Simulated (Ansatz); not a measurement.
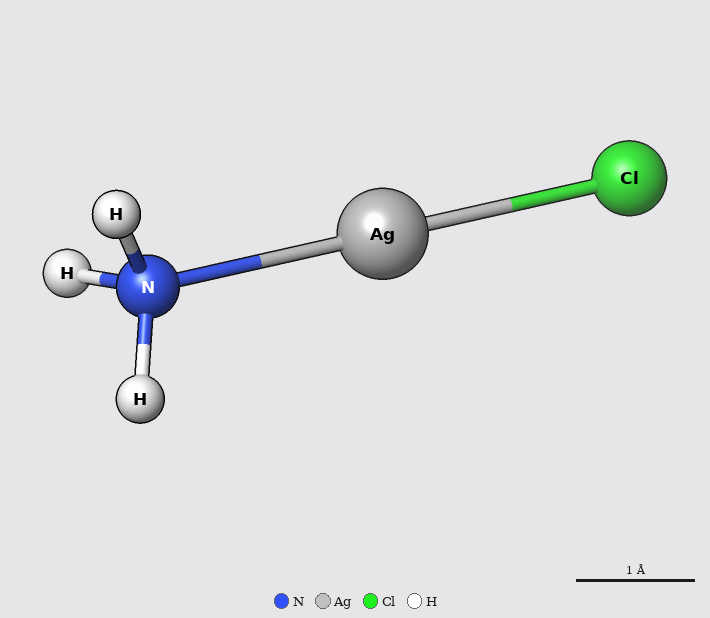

Starting geometry of the run.

The calculation was set up as follows.

```yaml
crystal:
  periodic: [false, false, false]
  atoms:
    - {symbol: N, position_ang: [-0.589850, 0.572898, -0.380534]}
    - {symbol: Ag, position_ang: [0.819603, -0.805080, 0.499875]}
    - {symbol: Cl, position_ang: [2.300435, -2.252964, 1.424894]}
    - {symbol: H, position_ang: [-0.979495, 0.200581, -1.238964]}
    - {symbol: H, position_ang: [-0.148285, 1.458042, -0.601635]}
    - {symbol: H, position_ang: [-1.360308, 0.762524, 0.250165]}
basis:
  gaussian: {orbitals: def2-mTZVP}
hamiltonian: {xc: {name: revPBE0}}
output: {forces: true}
```

Command:

```sh
ansatz run in.yaml --threads 2 --pin off --events-out ev --progress --plain --max-ram 22528MiB --backend cpu
```

Output:

```
Functional definition: revPBE0
  name "revPBE0"
  cite "Zhang & Yang, Phys. Rev. Lett. 80, 890 (1998) doi:10.1103/PhysRevLett.80.890"
  cite "Adamo & Barone, J. Chem. Phys. 110, 6158 (1999) doi:10.1063/1.478522"
  cite "Perdew, Burke & Ernzerhof, Phys. Rev. Lett. 77, 3865 (1996) doi:10.1103/PhysRevLett.77.3865"
  parameter a = 0.25
  parameter kappa = 1.245
  parameter beta = 0.06672455060314922
  exchange = (1 - a)*pbe_x(kappa = kappa, mu = beta*pi^2/3) + a*exact_x
  correlation = pbe_c(beta = beta)
835 factors; integrals over basis functions are off by at most 9.5e-4 eV
mean field evaluation 1: about -18056.7876 eV, gradient 5.5e1 eV
mean field evaluation 2: about -18052.2842 eV, gradient 7.5e1 eV
mean field evaluation 4: about -18062.2050 eV, gradient 3.3e0 eV
mean field evaluation 8: about -18062.3714 eV, gradient 2.8e-1 eV
mean field evaluation 16: about -18062.3716 eV, gradient 5.2e-5 eV
mean field -18062.37160214 eV, -663.7799132635 hartree, gradient 5.2e-5 eV, S^2 0.000000; 0 other end points of the search recorded, 0 dependent functions left out
the calculation of the forces begins
reference -18062.37164684 eV, -663.7799149061 hartree; 23, 23 occupied and 60, 60 virtual orbitals, 835 factors
Total energy: -18062.37164684 eV, -663.7799149061 hartree
Atom 0 at    -0.589850     0.572898    -0.380534 Å, force     0.042830    -0.041880     0.026729 eV/Å
Atom 1 at     0.819603    -0.805080     0.499875 Å, force    -0.157023     0.153507    -0.098069 eV/Å
Atom 2 at     2.300435    -2.252964     1.424894 Å, force     0.287752    -0.281325     0.179737 eV/Å
Atom 3 at    -0.979495     0.200581    -1.238964 Å, force    -0.063832     0.032435    -0.064351 eV/Å
Atom 4 at    -0.148285     1.458042    -0.601635 Å, force    -0.030734     0.082465    -0.038975 eV/Å
Atom 5 at    -1.360308     0.762524     0.250165 Å, force    -0.078994     0.054798    -0.005072 eV/Å
Dipole moment:    -1.322051     1.292577    -0.825825 e Å
```

The run converged.
